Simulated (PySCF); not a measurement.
Run report: C₅H₄F₂O, excited-state calculation

System: C₅H₄F₂O.
Method: TDA PBE0/def2-SVPD, vertical, gas phase, core orbitals frozen in the response (PySCF 2.14.0).

The geometry comes from this level: GFN2-xTB. It belongs to a series of runs on one base structure; here: PBE0/def2-SVPD; 3 states, TDA.

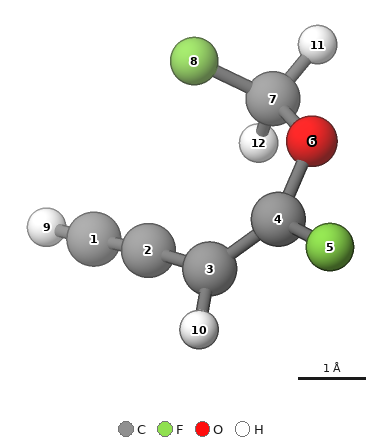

The structure (ball-and-stick view, seen at a tilt; atoms are numbered from 1 in the order of the input). Bond lengths as drawn: C–C 1.20 to 1.41 Å, C–F 1.34 to 1.37 Å, C–H 1.05 to 1.10 Å and C–O 1.36 to 1.38 Å.

Input:
```
{"job": {"kind": "uv", "xc": "PBE0", "basis": "def2-SVPD", "nstates": 3, "ntriplets": 2, "tda": true}, "charge": 0, "multiplicity": 1}
C     -1.722768    -1.405106    -0.843098
C     -1.388103    -0.370520    -0.332935
C     -1.083577     0.865848     0.265652
C      0.120662     1.316974     0.610366
F      0.227042     2.529985     1.169581
O      1.368699     0.787254     0.541131
C      1.552798    -0.479081     0.037742
F      1.392115    -0.496329    -1.319092
H     -1.985933    -2.311721    -1.299147
H     -1.921043     1.523810     0.450971
H      2.595091    -0.748931     0.243559
H      0.846216    -1.212870     0.449244
```

The first line tells a small driver script what to run in PySCF; the rest is the geometry in Å.

Run on 1 CPU thread, shared host.

Launch command:
```bash
OMP_NUM_THREADS=1 python <driver script> task.json out
```

Log:
```
coarse grid: 11168 points
cycle   1  E = -466.7182942593  dE =  1.340e+00  |g| = 7.968e-01  |ddm| = 9.728e+00
cycle   2  E = -466.5661320965  dE =  1.522e-01  |g| = 1.179e+00  |ddm| = 2.694e+00
cycle   3  E = -466.8398970234  dE = -2.738e-01  |g| = 1.465e-01  |ddm| = 1.531e+00
cycle   4  E = -466.8436257990  dE = -3.729e-03  |g| = 9.095e-02  |ddm| = 2.771e-01
cycle   5  E = -466.8455170834  dE = -1.891e-03  |g| = 2.303e-02  |ddm| = 1.350e-01
cycle   6  E = -466.8456222345  dE = -1.052e-04  |g| = 9.462e-03  |ddm| = 5.310e-02
cycle   7  E = -466.8456416948  dE = -1.946e-05  |g| = 2.266e-03  |ddm| = 1.576e-02
cycle   8  E = -466.8456429616  dE = -1.267e-06  |g| = 2.995e-04  |ddm| = 3.819e-03
final grid: 111944 points
cycle   9  E = -466.9170933367  dE = -3.836e-05  |g| = 9.203e-03  |ddm| = 1.249e-01
cycle  10  E = -466.9170763276  dE =  1.701e-05  |g| = 1.346e-02  |ddm| = 2.854e-02
cycle  11  E = -466.9171096839  dE = -3.336e-05  |g| = 1.460e-03  |ddm| = 1.376e-02
cycle  12  E = -466.9171101404  dE = -4.565e-07  |g| = 4.938e-04  |ddm| = 2.884e-03
cycle  13  E = -466.9171101907  dE = -5.026e-08  |g| = 1.664e-04  |ddm| = 8.179e-04
cycle  14  E = -466.9171101962  dE = -5.451e-09  |g| = 8.263e-05  |ddm| = 3.199e-04
cycle  15  E = -466.9171101978  dE = -1.611e-09  |g| = 1.842e-05  |ddm| = 1.263e-04
cycle  16  E = -466.9171101978  dE = -7.867e-11  |g| = 3.534e-06  |ddm| = 4.071e-05
```

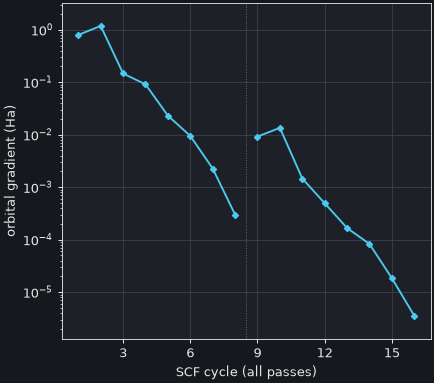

Convergence of the self-consistent field: orbital gradient against the SCF cycle. The dotted line marks the change from a coarse to the final integration grid. The first 8 cycles use a coarse grid, the final grid takes over at cycle 9, and the field converges after 16 cycles in all.

```
converged SCF energy = -466.9171101978

Static polarisability (au): isotropic 65.797, principal 43.936 62.783 90.671

Singlet excitations
state   eV       nm        f      main configurations
  1   5.6954    217.7   0.01893   H->L+1 0.56, H-1->L 0.28
  2   5.8426    212.2   0.09266   H-1->L 0.30, H->L+1 0.30, H->L 0.27
  3   5.9330    209.0   0.16966   H->L 0.41, H-1->L 0.39, H-1->L+1 0.09

Triplet excitations (Tamm-Dancoff, eV): 3.5718 5.2126
```

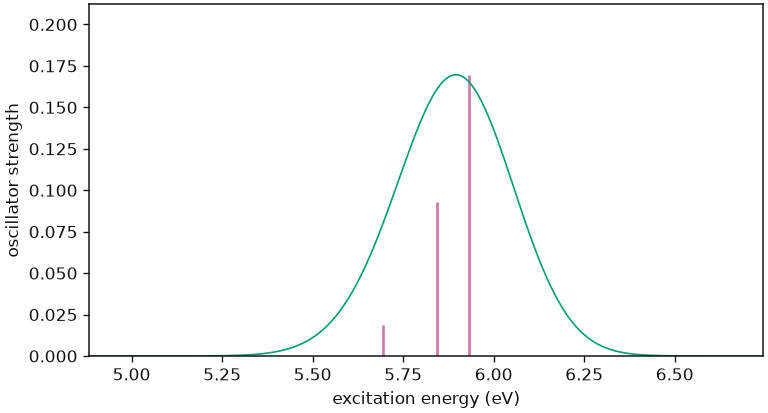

Computed excitations as sticks (degenerate states added up, dark ones marked on the axis), with a Gaussian envelope of 0.35 eV full width at half maximum, scaled to the tallest. Of the 3 states the lowest lies at 5.70 eV (f = 0.019); the strongest line is at 5.93 eV, or 209 nm (f = 0.170).

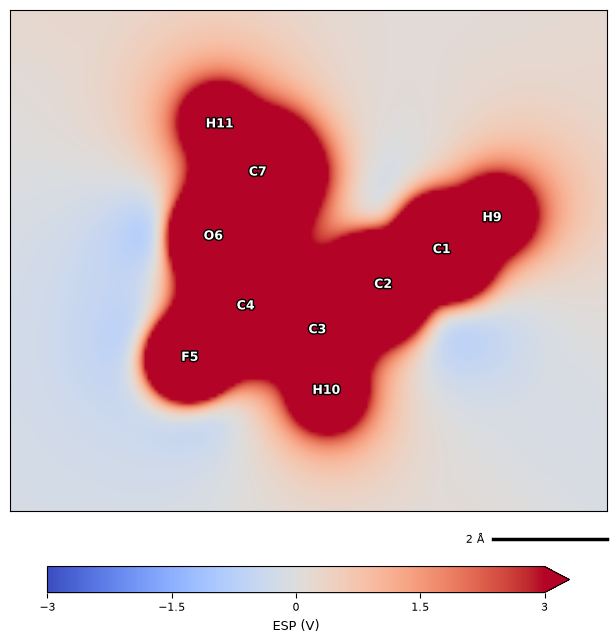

Electrostatic potential on the plane of atoms C3, C4 and O6.

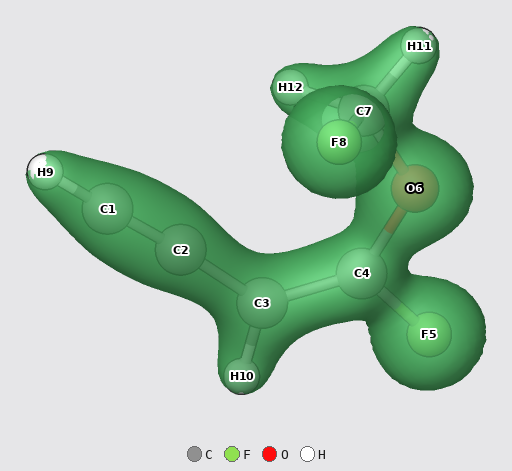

Isosurface of the electron density at 1 e/Å³ (green), seen at a tilt. At this value the surface is in one piece. On the grid the lowest density along these lines, outside the cores, is 2.7 e/Å³ (C–C, 1.20 Å), 1.8 e/Å³ (C–F, 1.34 Å), 2 e/Å³ (C–O, 1.36 Å) and 2 e/Å³ (C–H, 1.05 Å).

Key numbers:

```csv
quantity,value
outcome,converged
total energy,−466.917110 hartree
HOMO,−6.97 eV
LUMO,−0.73 eV
dipole moment,1.85 D
mean polarisability,65.80 a.u.
lowest singlet excitation,5.70 eV
wall time,25 s
peak memory,0.8 GiB
```

Notes:

Settings chosen away from the usual ones: PBE0/def2-SVPD; 3 states, TDA.
